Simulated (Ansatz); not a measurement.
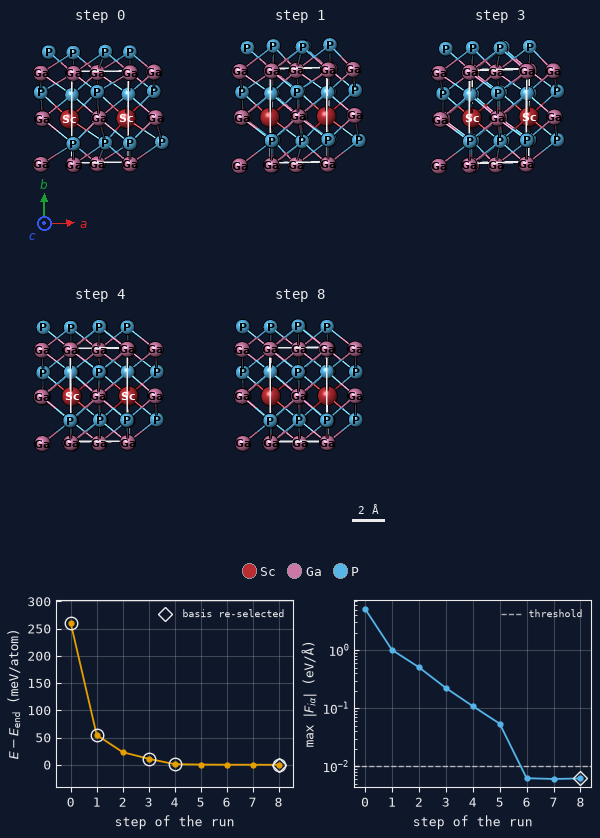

Frames of a relaxation of crystalline ScGa3P4 (built on the CaCd3O4-65 type type), marked on the history of the run. A ball-and-stick model of the cell of the calculation, reduced to other axes, seen along the c axis. Lengths and directions refer to the drawn axes.

Case: shaken.

Computed with DFT, PBEsol, plane waves, PAW in Ansatz. Settings: plane-wave cutoff 420 eV; k-point mesh 4 × 4 × 6; occupations fermi dirac; smearing width 0.05 eV; no spin polarisation; cell and atoms relaxed; force threshold 0.01 eV/Å; at most 120 steps.

> Describe the path.

After 7 accepted moves (8 points after the start) the energy has fallen by 260 meV per atom. Largest force component: 5.1 eV/Å at the start, 0.0062 eV/Å at the end. The pressure goes from 10.67 to 0.00 GPa. At 1 point the geometry stayed and the basis and grid were re-selected for the new cell (energy shift of 0.2 meV per atom at most each time). The atom that moves furthest relative to the cell is a P atom (0.41 Å roughly along [−3 0 1]). Largest moves by element: P 0.41 Å, Ga 0.25 Å, Sc 0.15 Å. The volume changes by +2.9 %, with a 3.607 → 3.611 Å (+0.1 %), b 6.151 → 6.311 Å (+2.6 %), c 6.321 → 6.316 Å (−0.1 %), α 71.2° → 71.5°, β 88.7° → 90.0°, γ 89.1° → 90.0°. Near-neighbour distances that change, for instance: P–P 2.995 → 3.538 Å, Ga–P 2.143 → 2.551 Å, Ga–P 2.054 → 2.454 Å, P–Sc 2.222 → 2.611 Å. Bond angles that change, for instance: Ga–P–Ga 158.6° → 178.4°, Sc–P–Ga 162.0° → 178.7°, Ga–P–Ga 106.2° → 90.6°. Within 0.06 Å the space group is P1 at the start and Cmmm at the end; at a tighter tolerance small leftover displacements or strains of the cell lower it. The run took 76 s on 4 threads of Arm Neoverse V1 (shared host), peak memory 0.59 GiB. From step 0 to 1: a P atom moves most (0.20 Å), volume +2.9 %, energy −206 meV per atom. From step 1 to 3: the Sc atom moves most (0.16 Å), volume +0.7 %, energy −43.7 meV per atom. From step 3 to 4: a Ga atom moves most (0.19 Å), volume −1.2 %, energy −9.9 meV per atom. From step 4 to 8: Sc and Ga atoms move most (0.04 Å), volume +0.5 %, energy −1.1 meV per atom.

```
step  E − E(0), meV/atom  largest force component, eV/Å  pressure, GPa  volume, Å³/atom                      note
   0                0.00                         5.1225          10.67           16.589                          
   1             -205.57                         1.0095           2.74           17.064                          
   2             -237.14                         0.5075           1.10           17.179                          
   3             -249.29                         0.2231           0.37           17.189                          
   4             -259.20                         0.1088           0.48           16.981                          
   5             -259.85                         0.0543          -0.63           17.172                          
   6             -260.17                         0.0063           0.04           17.056                          
   7             -260.18                         0.0061          -0.01           17.063                          
   8             -260.33                         0.0062           0.00           17.063  same geometry, new basis
```
